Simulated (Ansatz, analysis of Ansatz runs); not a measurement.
# Can an added electron hop between Mn atoms in NaMnF4 (P2_1/c)?, part 2 of 3

Question: does an added electron stay on the Mn atom where it is started in NaMnF4 (P2_1/c), and if so, how high is the barrier for a hop to another Mn site nearby? Model: a cell of 48 host atoms.

Ansatz 0.2.0; plane-wave PAW DFT, PBEsol+U; relaxation of all atoms of a supercell at fixed charge in a uniform background; PAW set soft_1.

So far. Step 2 (The cell without the carrier): The largest displacement from an ideal site is 0.010 Å.

### 3. The electron on the first site

The nearest neighbour or neighbours of the site start displaced and the site's starting moment is changed by the carrier's spin, since a carrier doesn't trap itself in the undistorted lattice.

The input, A.relax/input.yaml:

```yaml
crystal:
  lattice:
    - [-7.65226429, 4.91333815, 5.48807623]
    - [3.92236856, -4.91333873, 5.54576813]
    - [7.65226411, 4.91333852, -5.48807681]
  atoms:
    - { symbol: Na, position: [0.250046, 0.250679, 0.499974] }
    - { symbol: Na, position: [0.249994, 0.750726, -6.1e-05] }
    - { symbol: Na, position: [0.750148, 0.250681, -3.0e-05] }
    - { symbol: Na, position: [0.750185, 0.750745, 0.500046] }
    - { symbol: Na, position: [0.250149, 0.000726, 0.750008] }
    - { symbol: Na, position: [0.250094, 0.500736, 0.249973] }
    - { symbol: Na, position: [0.75, 0.000674, 0.249822] }
    - { symbol: Na, position: [0.750062, 0.50069, 0.749979] }
    - { symbol: Mn, position: [7.9e-05, 0.250695, 0.74995], spin: 4.0 }
    - { symbol: Mn, position: [6.8e-05, 0.750679, 0.249985], spin: 4.0 }
    - { symbol: Mn, position: [0.500074, 0.250747, 0.250002], spin: 5.0 }
    - { symbol: Mn, position: [0.500029, 0.750652, 0.749926], spin: 4.0 }
    - { symbol: Mn, position: [3.5e-05, 0.000711, -2.9e-05], spin: -4.0 }
    - { symbol: Mn, position: [5.1e-05, 0.500675, 0.499961], spin: -4.0 }
    - { symbol: Mn, position: [0.500082, 0.000711, 0.499939], spin: -4.0 }
    - { symbol: Mn, position: [0.500095, 0.500729, 2.5e-05], spin: -4.0 }
    - { symbol: F, position: [0.136392, 0.210412, 0.229238] }
    - { symbol: F, position: [0.136487, 0.710363, 0.729255] }
    - { symbol: F, position: [0.636546, 0.210375, 0.729261] }
    - { symbol: F, position: [0.636536, 0.710449, 0.229308] }
    - { symbol: F, position: [0.019794, 0.041053, 0.676849] }
    - { symbol: F, position: [0.019694, 0.541011, 0.176702] }
    - { symbol: F, position: [0.52095, 0.02738, 0.171649] }
    - { symbol: F, position: [0.519603, 0.540962, 0.676581] }
    - { symbol: F, position: [0.363665, 0.291053, 0.770724] }
    - { symbol: F, position: [0.363602, 0.791019, 0.270627] }
    - { symbol: F, position: [0.863594, 0.291018, 0.27064] }
    - { symbol: F, position: [0.863668, 0.790986, 0.770716] }
    - { symbol: F, position: [0.479183, 0.474102, 0.32835] }
    - { symbol: F, position: [0.480534, 0.960389, 0.823353] }
    - { symbol: F, position: [0.980389, 0.460351, 0.823075] }
    - { symbol: F, position: [0.980481, 0.960367, 0.323297] }
    - { symbol: F, position: [0.444229, 0.26836, 0.041612] }
    - { symbol: F, position: [0.447564, 0.76692, 0.553988] }
    - { symbol: F, position: [0.947684, 0.266803, 0.553965] }
    - { symbol: F, position: [0.947511, 0.766824, 0.053965] }
    - { symbol: F, position: [0.287949, 0.484621, 0.931376] }
    - { symbol: F, position: [0.287947, 0.984566, 0.431337] }
    - { symbol: F, position: [0.803554, 0.497072, 0.441084] }
    - { symbol: F, position: [0.787871, 0.984488, 0.931305] }
    - { symbol: F, position: [0.052405, 0.234542, 0.945895] }
    - { symbol: F, position: [0.052624, 0.734547, 0.446006] }
    - { symbol: F, position: [0.555877, 0.233116, 0.458371] }
    - { symbol: F, position: [0.552578, 0.734455, 0.945921] }
    - { symbol: F, position: [0.196569, 0.004399, 0.058927] }
    - { symbol: F, position: [0.212181, 0.516844, 0.568546] }
    - { symbol: F, position: [0.712204, 0.016821, 0.568522] }
    - { symbol: F, position: [0.712242, 0.516827, 0.068688] }
total_charge: -1
basis:
  ecutwfc: 420
  xc_grid: 2
hamiltonian:
  xc: pbesol
  hubbard:
    sites: [{ species: Mn, l: d, u_eff: 4.5 }]
    projectors: ortho-atomic
  pseudopotentials: { kind: paw, azcp: { folder: soft_1 }, xc_functional: pbe }
kpoints:
  mp_grid: { grid: [1, 1, 1] }
magnetization:
  spin_polarized: true
  initial_magnetization: 1
  spin_locking: { lock_magnetization: hard }
scf:
  occupations: { method: fermi_dirac, width: 0.01 }
  max_iter: 120
  lower_state_search: "off"
output:
  forces: true
relax:
  f_tol: 0.015
  max_steps: 70
  escape_saddle: false
checkpoint:
  write: "../A.relax.run"
  compress: false
  write_wavefunctions: true
  write_every: 100000
```

Command:

```
$ ansatz run input.yaml --threads 4 --pin off --max-ram 9420MiB --backend cpu --events-out ev --progress --plain --runs-dir out
```

Numbers of over 12 decimals in the logs are rounded to 6 here.

Output:

```text
[...]
Crystal: 48 atoms, lattice volume = 628.553 Å³
Basis set: ecut = 420 eV, 12265 PW (Γ), exchange–correlation on 144×120×144 points (8 copies of the dense FFT grid, shifted against one another)
Bands: 257, of which v1, the nominal top of the filled ones, is band 209 counted from 1 (208 counted from 0)
Symmetry: 1 space group operations
[...]
k-points: 1
[...]
Starting moments: Σ|m| = 33 μB on 8 of 48 sites
[...]
SCF iter   1: F=—  HF=-68497.383523 eV  |F-HF|=—  |Δ(HF+E_count)|=         —  Δρ=2.88e-1 (↑2.67e-1 ↓2.88e-1)  dr2=1.63e3  dr2_m=7.50e1  M=1.000 μB ∫|m|=15.813 μB  β_m=0.30  ethr=3.10e-3  ⟨swp⟩=6.0  Hψ=1796  notcnv=0  defer=22
[...]
spin=Collinear: Resta preconditioning applied to the charge; magnetization (m = ρ↑ − ρ↓) channel mixes plain (no charge-response kernel on spin).
SCF iter   2: F=—  HF=-68415.618757 eV  |F-HF|=—  |Δ(HF+E_count)|=    8.18e1  Δρ=9.78e-2 (↑9.78e-2 ↓9.48e-2)  dr2=1.45e2  dr2_m=6.15e0  M=1.000 μB ∫|m|=33.064 μB  β_m=0.27  ethr=3.10e-3  ⟨swp⟩=11.5  Hψ=1860  notcnv=0  defer=70
[...]
SCF iter  22: F=-68386.294605 eV  HF=-68386.294606 eV  |F-HF|=4.22e-7  |Δ(HF+E_count)|=   2.43e-7  Δρ=6.66e-6 (↑6.66e-6 ↓2.81e-6)  dr2=6.03e-7  dr2_m=8.59e-8  M=1.000 μB ∫|m|=33.745 μB  ethr=1.35e-9  ⟨swp⟩=3.5  Hψ=1094  notcnv=0
SCF 1 converged in 22 iterations: F = -68386.294605 eV  dr2 = 6.03e-7
[...]
relax step   1: F+E_penalty+E_count = -68386.29460528 eV  Δ(F+E_penalty+E_count) = +0.000e0 eV  max|allowed force component| = 8.058e-1 eV/Å  Δτ_max = 0.0000 Å  (22 SCF iters, dr2 threshold 5.63e-6 eV, accepted)
[...]
relax step   2: F+E_penalty+E_count = -68386.43336255 eV  Δ(F+E_penalty+E_count) = -1.388e-1 eV  max|allowed force component| = 4.329e-1 eV/Å  Δτ_max = 0.0471 Å  (16 SCF iters, dr2 threshold 4.06e-5 eV, accepted)
relax step   3: F+E_penalty+E_count = -68386.54693849 eV  Δ(F+E_penalty+E_count) = -1.136e-1 eV  max|allowed force component| = 2.277e-1 eV/Å  Δτ_max = 0.0850 Å  (8 SCF iters, dr2 threshold 1.17e-5 eV, accepted)
relax step   4: F+E_penalty+E_count = -68386.57421988 eV  Δ(F+E_penalty+E_count) = -2.728e-2 eV  max|allowed force component| = 6.532e-2 eV/Å  Δτ_max = 0.0299 Å  (6 SCF iters, dr2 threshold 1.44e-5 eV, accepted)
relax step   5: F+E_penalty+E_count = -68386.57744396 eV  Δ(F+E_penalty+E_count) = -3.224e-3 eV  max|allowed force component| = 1.924e-2 eV/Å  Δτ_max = 0.0131 Å  (7 SCF iters, dr2 threshold 3.51e-7 eV, accepted)
relax step   6: F+E_penalty+E_count = -68386.57919422 eV  Δ(F+E_penalty+E_count) = -1.750e-3 eV  max|allowed force component| = 1.035e-2 eV/Å  Δτ_max = 0.0172 Å  (8 SCF iters, accepted)
relax step   7: F+E_penalty+E_count = -68386.57997582 eV  Δ(F+E_penalty+E_count) = -7.816e-4 eV  max|allowed force component| = 1.091e-2 eV/Å  Δτ_max = 0.0156 Å  (7 SCF iters, accepted)
relax step   8: F+E_penalty+E_count = -68386.58107034 eV  Δ(F+E_penalty+E_count) = -1.095e-3 eV  max|allowed force component| = 1.201e-2 eV/Å  Δτ_max = 0.0299 Å  (8 SCF iters, accepted)
SCF iter   1: F=—  HF=-68386.583280 eV  |F-HF|=—  |Δ(HF+E_count)|=         —  Δρ=1.18e-3 (↑1.15e-3 ↓1.18e-3)  dr2=9.01e-3  dr2_m=6.68e-4  M=1.000 μB ∫|m|=33.774 μB  β_m=0.30  ethr=2.37e-5  ⟨swp⟩=5.0  Hψ=1323  notcnv=0  defer=58
[...]
SCF iter   7: F=-68386.581618 eV  HF=-68386.581618 eV  |F-HF|=6.34e-9  |Δ(HF+E_count)|=   6.77e-7  Δρ=3.22e-6 (↑3.01e-6 ↓3.22e-6)  dr2=9.29e-8  dr2_m=1.02e-8  M=1.000 μB ∫|m|=33.775 μB  ethr=2.40e-11  ⟨swp⟩=3.0  Hψ=1703  notcnv=0
SCF 9 converged in 7 iterations: F = -68386.581618 eV  dr2 = 9.29e-8
relax step   9: F+E_penalty+E_count = -68386.58161804 eV  Δ(F+E_penalty+E_count) = -5.477e-4 eV  max|allowed force component| = 9.333e-3 eV/Å  Δτ_max = 0.0204 Å  (7 SCF iters, accepted)
NSCF: frozen V_eff on 1 k-points
[...]
SCF converged after 7 iterations
[...]
Magnetization: 1.0000 μB (209.0000 up, 208.0000 down)
Absolute magnetization: 33.8430 μB (∫|ρ↑−ρ↓|, with the PAW one-centre terms)
[...]
Per-site moments (μB) at R_I (Å): [(0.000279101, 0.914868), (0.000104632, 0.894201), (0.000279078, 0.914876), [... 45 left out ...]
Free energy (F): -68386.581618 eV
[...]
Internal energy: -68386.581618 eV  (E = F + TS)
E sigma→0 (E₀):  -68386.581618 eV
Fermi energy:    4.363266 (↑ 4.363266, ↓ 3.595625) eV
[...]
--- Forces (eV/Å), atoms counted from 1 ---
  atom   1  Na     0.00498112     0.00014228    -0.00310621
  atom   2  Na     0.00075538     0.00292371    -0.00017629
  [... 2 atoms left out ...]
  atom   5  Na    -0.00124753    -0.00108995     0.00385662
  atom   6  Na     0.00098271     0.00075715     0.00194477
  [... 2 atoms left out ...]
  atom   9  Mn    -0.00004075    -0.00000718     0.00002779
  [... 1 atom left out ...]
  atom  11  Mn    -0.00002577     0.00002639     0.00002931
  [... 9 atoms left out ...]
  atom  21  F      0.00260103     0.00036764    -0.00184518
  [... 7 atoms left out ...]
  atom  29  F     -0.00346384     0.00187979    -0.00355214
  [... 3 atoms left out ...]
  atom  33  F      0.00231519     0.00441404    -0.00933326
  [... 3 atoms left out ...]
  atom  37  F     -0.00049657     0.00334861    -0.00033294
  [... 3 atoms left out ...]
  atom  41  F      0.00038460    -0.00236322    -0.00036830
  [... 3 atoms left out ...]
  atom  45  F      0.00120465    -0.00325960    -0.00009776
  [... 3 atoms left out ...]
  max |Σ_I F_I| component: 4.80e-6 eV/Å
--- Band table (eV) ---
[...]
Occupation matrices written to <dir>
--- Relaxed structure (9 steps of the walk, 9 accepted, 0 SCFs on fresh bases) ---
  F+E_penalty+E_count = -68386.58161804 eV   max|allowed force component| = 9.333e-3 eV/Å
  atoms:
    - { symbol: Na, position: [0.254860, 0.249649, 0.494127] }
    - { symbol: Na, position: [0.257660, 0.753784, 0.005436] }
    [... 2 atoms left out ...]
    - { symbol: Na, position: [0.252472, 0.005064, 0.751714] }
    - { symbol: Na, position: [0.253015, 0.503738, 0.250985] }
    [... 2 atoms left out ...]
    - { symbol: Mn, position: [6.817706807121793e-5, 0.250703, 0.749971] }
    [... 1 atom left out ...]
    - { symbol: Mn, position: [0.500066, 0.250701, 0.249968] }
    [... 9 atoms left out ...]
    - { symbol: F, position: [0.018803, 0.039805, 0.676706] }
    [... 7 atoms left out ...]
    - { symbol: F, position: [0.480873, 0.483036, 0.328056] }
    [... 3 atoms left out ...]
    - { symbol: F, position: [0.457600, 0.272273, 0.037741] }
    [... 3 atoms left out ...]
    - { symbol: F, position: [0.285451, 0.482825, 0.928884] }
    [... 3 atoms left out ...]
    - { symbol: F, position: [0.049450, 0.234291, 0.944521] }
    [... 3 atoms left out ...]
    - { symbol: F, position: [0.202942, 0.009622, 0.057062] }
    [... 3 atoms left out ...]
```

Run time: 86 s. Hardware: 4 threads of Arm Neoverse V1, shared host; peak memory 1.3 GiB.

The steps of the relaxation:

```csv
step,energy less that of the first step (eV),largest force component (eV/Å)
1,0.0000,0.8058
2,-0.1388,0.4329
3,-0.2523,0.2277
4,-0.2796,0.0653
5,-0.2828,0.0192
6,-0.2846,0.0104
7,-0.2854,0.0109
8,-0.2865,0.0120
9,-0.2870,0.0093
```

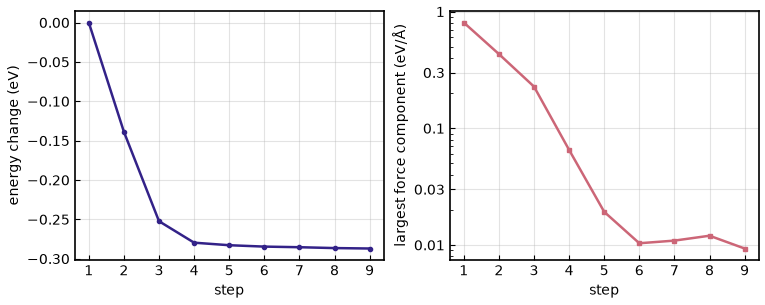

Energy and largest force along the relaxation.

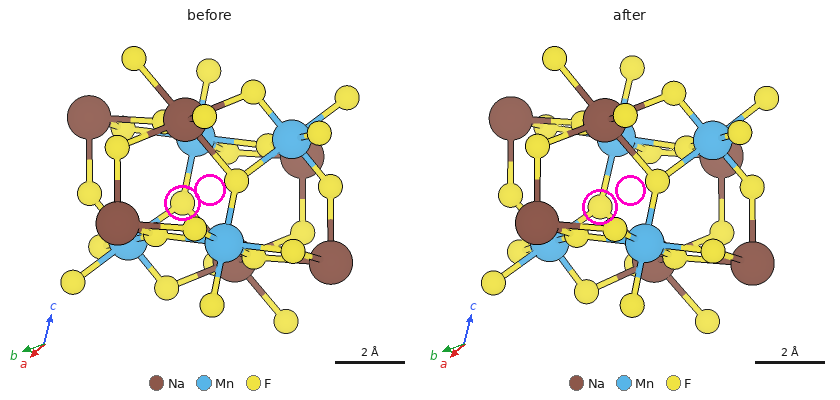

Before and after: the atoms that start within 5 Å of the centre. F33, which moves most, is ringed if it is among them. A ring with no atom in it marks the empty centre.

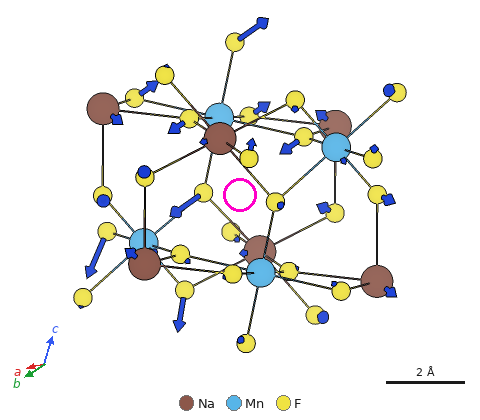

Displacements in the relaxation near the centre, exaggerated; the longest in the cell stands for 0.17 Å. A ring marks the centre wherever it is empty.

The atoms that moved most (Å):

```csv
atom,dx,dy,dz,length
F33,-0.117,0.027,0.116,0.167
F43,0.116,-0.027,-0.116,0.166
F48,-0.094,-0.075,0.095,0.153
F38,0.094,0.075,-0.094,0.152
F25,-0.028,-0.110,0.051,0.124
F19,0.028,0.110,-0.051,0.124
Na3,0.086,-0.001,-0.053,0.101
Na1,-0.086,0.000,0.053,0.101
```

The moves above count from the input, in which the site's nearest neighbours were already displaced; the distances below compare with the cell without the carrier.

Distances from Mn11 without and with the electron:

```csv
atom,without (Å),with (Å)
F29,1.83,2.01
F23,1.83,2.01
F33,1.88,2.10
F43,1.88,2.10
F39,2.21,2.27
F45,2.21,2.27
```

The largest changes of the moments are 0.85 μB on Mn11, 0.03 μB on F29 and 0.03 μB on F23. The largest part sits on the chosen site.

### 4. The electron on the second site

The same start is made on the second site, to get the end of the hop.

The input, B.relax/input.yaml:

```yaml
crystal:
  lattice:
    - [-7.65226429, 4.91333815, 5.48807623]
    - [3.92236856, -4.91333873, 5.54576813]
    - [7.65226411, 4.91333852, -5.48807681]
  atoms:
    - { symbol: Na, position: [0.250046, 0.250679, 0.499974] }
    - { symbol: Na, position: [0.249994, 0.750726, -6.1e-05] }
[... 18 atom lines left out ...]
    - { symbol: F, position: [0.021117, 0.027396, 0.671843] }
[... 7 atom lines left out ...]
    - { symbol: F, position: [0.480505, 0.460445, 0.323344] }
[... 3 atom lines left out ...]
    - { symbol: F, position: [0.4475, 0.266912, 0.053989] }
[... 3 atom lines left out ...]
    - { symbol: F, position: [0.303587, 0.497167, 0.941106] }
[... 3 atom lines left out ...]
    - { symbol: F, position: [0.055676, 0.233095, 0.958272] }
[... 3 atom lines left out ...]
    - { symbol: F, position: [0.212207, 0.016945, 0.068657] }
[... 2 atom lines left out ...]
    - { symbol: F, position: [0.712242, 0.516827, 0.068688] }
total_charge: -1
basis:
  ecutwfc: 420
  xc_grid: 2
hamiltonian:
  xc: pbesol
  hubbard:
    sites: [{ species: Mn, l: d, u_eff: 4.5 }]
    projectors: ortho-atomic
  pseudopotentials: { kind: paw, azcp: { folder: soft_1 }, xc_functional: pbe }
kpoints:
  mp_grid: { grid: [1, 1, 1] }
magnetization:
  spin_polarized: true
  initial_magnetization: 1
  spin_locking: { lock_magnetization: hard }
scf:
  occupations: { method: fermi_dirac, width: 0.01 }
  max_iter: 120
  lower_state_search: "off"
output:
  forces: true
relax:
  f_tol: 0.015
  max_steps: 70
  escape_saddle: false
checkpoint:
  write: "../B.relax.run"
  compress: false
  write_wavefunctions: true
  write_every: 100000
```

Output:

```text
[...]
Crystal: 48 atoms, lattice volume = 628.553 Å³
Basis set: ecut = 420 eV, 12265 PW (Γ), exchange–correlation on 144×120×144 points (8 copies of the dense FFT grid, shifted against one another)
Bands: 257, of which v1, the nominal top of the filled ones, is band 209 counted from 1 (208 counted from 0)
Symmetry: 1 space group operations
[...]
k-points: 1
[...]
Starting moments: Σ|m| = 33 μB on 8 of 48 sites
[...]
SCF iter   1: F=—  HF=-68497.382754 eV  |F-HF|=—  |Δ(HF+E_count)|=         —  Δρ=2.88e-1 (↑2.67e-1 ↓2.88e-1)  dr2=1.63e3  dr2_m=7.50e1  M=1.000 μB ∫|m|=15.811 μB  β_m=0.30  ethr=3.10e-3  ⟨swp⟩=6.0  Hψ=1792  notcnv=0  defer=22
[...]
F+E_penalty+E_count = -68386.58161640 eV   max|allowed force component| = 9.209e-3 eV/Å
  atoms:
    - { symbol: Na, position: [0.245297, 0.251768, 0.505823] }
    - { symbol: Na, position: [0.242506, 0.747641, -0.005483] }
[...]
- { symbol: Na, position: [0.247117, -0.002334, 0.748953] }
    - { symbol: Na, position: [0.247664, 0.496351, 0.248235] }
[...]
- { symbol: Mn, position: [6.82307801521953e-5, 0.250703, 0.749972] }
    [... 1 atom left out ...]
    - { symbol: Mn, position: [0.500067, 0.250702, 0.249969] }
[...]
- { symbol: F, position: [0.019226, 0.018356, 0.671828] }
[...]
- { symbol: F, position: [0.481318, 0.461588, 0.323234] }
[...]
- { symbol: F, position: [0.450661, 0.267110, 0.055407] }
    [... 3 atoms left out ...]
    - { symbol: F, position: [0.297174, 0.491775, 0.942849] }
    [... 3 atoms left out ...]
    - { symbol: F, position: [0.042590, 0.229128, 0.962212] }
    [... 3 atoms left out ...]
    - { symbol: F, position: [0.214697, 0.018572, 0.071077] }
    [... 3 atoms left out ...]
[key lines of the parts left out:]
SCF converged after 7 iterations
Magnetization: 1.0000 μB (209.0000 up, 208.0000 down)
Free energy (F): -68386.581616 eV
Fermi energy:    4.363472 (↑ 4.363472, ↓ 3.595738) eV
```

The job ended after 88 s (4 threads; peak memory 1.3 GiB; 5.7 min of CPU time).

Distances from Mn9 without and with the electron:

```csv
atom,without (Å),with (Å)
F31,1.83,2.01
F21,1.83,2.01
F41,1.88,2.10
F35,1.88,2.10
F47,2.21,2.27
F37,2.21,2.27
```

The largest changes of the moments are 0.85 μB on Mn9, 0.03 μB on F21 and 0.03 μB on F31. The largest part sits on the chosen site.

[end of part 2 of 3]

[Logs are printed without paths, hosts, clocks, repeated set-up lines and the standing remarks that a program may print on its own settings, such as how far it seeks lower states.]

[Hosts, paths, dates, database ids (printed as entryN), source tags and the programs' standing remarks are cut or masked in the printed files.]
